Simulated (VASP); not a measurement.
Band structure of Fe3Ge (space group Pm-3m). All values below come from LDA (Ceperley-Alder, Perdew-Zunger), VASP's LDA PAW potentials (set 64) (plane waves; VASP).

The run has a spin-polarised start.

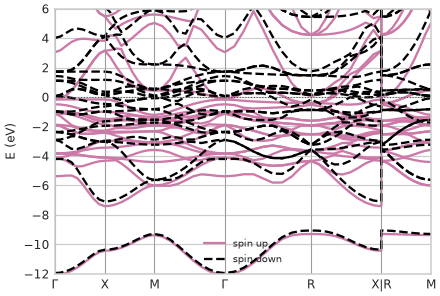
Figure. Bands along high-symmetry lines, zero at the valence-band maximum or, without a gap, the Fermi level

Read the plot: is there a gap, and where are the band edges?

It has no gap at this level: it comes out as a metal or semimetal.

The structure comes from a computed database's Fe3Ge entry (Pm-3m); how it stands against other phases isn't given here. The cell was not relaxed at this level.
